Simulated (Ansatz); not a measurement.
A series of calculations on C$_{4}$H$_{11}$B

**1. Relaxation**

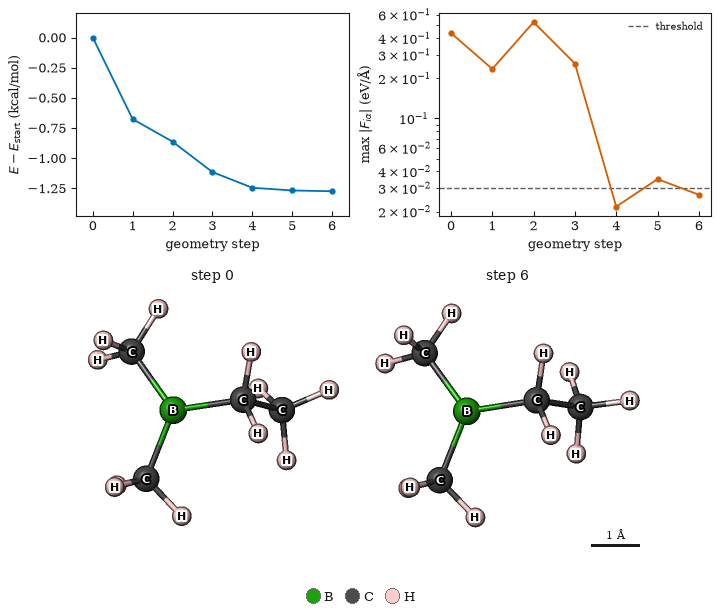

First and last geometry of a relaxation of C$_{4}$H$_{11}$B, with the history of the run. Style: ball-and-stick. Shown face on.

The run prepares an end point of a later path (reaction) calculation, from a guessed geometry.

Computed with RKS PBE0-D4/def2-mTZVP in Ansatz. Settings: no spin polarisation; force threshold 0.03 eV/Å; at most 50 steps.

What do the curves and the structures tell?

It converged. After 6 geometry steps the energy has fallen by 1.27 kcal/mol. Largest force component: 0.44 eV/Å at the start, 0.027 eV/Å at the end. The largest move after the best rigid fit is that of an H atom, 0.50 Å. By element the largest moves are H 0.50 Å, C 0.10 Å, B 0.05 Å. Among the contacts that change: B–C 1.587 → 1.574 Å, C–H 1.083 → 1.094 Å, C–C 1.543 → 1.537 Å. Among the angles between lasting bonds that change: B–C–C 101.5° → 108.0°, B–C–H 114.6° → 111.8°. The run took 27 s on 4 threads of Arm Neoverse N1 (shared host), peak memory 0.31 GiB.

**2. Relaxation**

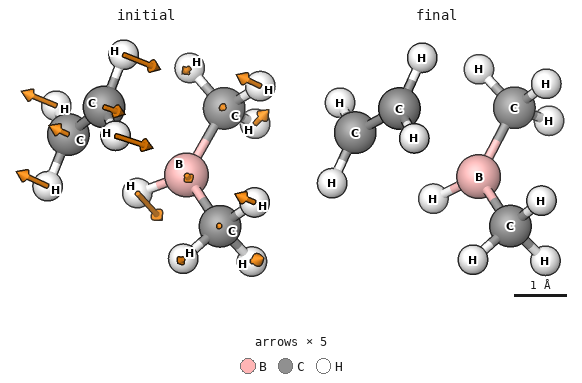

The structure of C4H11B before (left) and after (right) a relaxation, at one scale. The orange arrows give the displacements, 5 times their true length.

The picture is a ball-and-stick view, seen at a tilt.

The run prepares an end point of a later path (reaction) calculation, from a guessed geometry.

Level of theory: Ansatz, RKS PBE0-D4/def2-mTZVP. (no spin polarisation; force threshold 0.03 eV/Å; at most 50 steps)

Summarise the run.

After 4 accepted moves (5 points after the start) the energy has fallen by 5.45 kJ/mol. Largest force component: 0.62 eV/Å at the start, 0.013 eV/Å at the end. The line search rejected the trial step at point 4 of the run. The atom that moves furthest after the best rigid fit is an H atom (0.21 Å). By element the largest moves are H 0.21 Å, C 0.11 Å, B 0.05 Å. Near-neighbour distances that change, for instance: B–H 1.173 → 1.204 Å. Cost: 24 s on 4 threads of Arm Neoverse N1, on a shared host, peak memory 0.3 GiB.

Limits of the set-up: the start holds two separate molecules, 2.4 Å apart at their closest, whose relative position is a soft coordinate.

**3. Path**

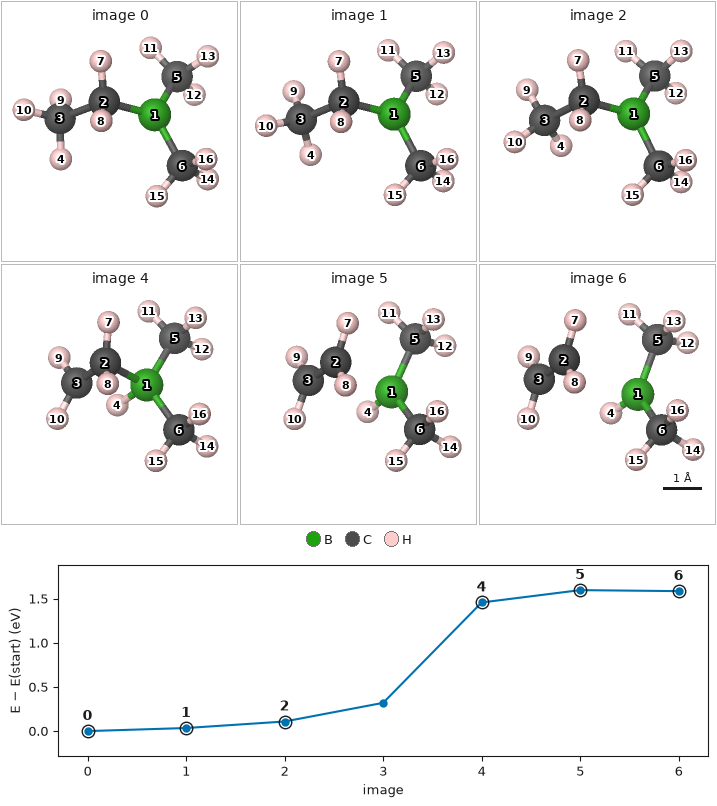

NEB run on C4H11B. Images are numbered from 0 (start) to 6 (end). A ball-and-stick model, seen at a tilt.

These are results of RKS PBE0-D4/def2-mTZVP (Ansatz 0.2.0), not measurements. Set-up: 5 movable images; climbing image; force threshold 0.05 eV/Å; iteration limit 60; starting path through a guess of the saddle point.

Read off the barrier and say what moves.

Answer. Breaking: B1–C2 (1.57 → 2.32 at the top → 2.85 Å), C3–H4 (1.09 → 2.31 at the top → 2.68 Å). Forming: B1–H4 (2.77 → 1.21 at the top → 1.20 Å). Forward barrier 1.60 eV, backward barrier 0.01 eV, with image 5 at the top; the reaction energy is +1.59 eV. The band is converged. At the top, the vibrational analysis gives one imaginary mode (108i cm⁻¹), as a transition state must have.
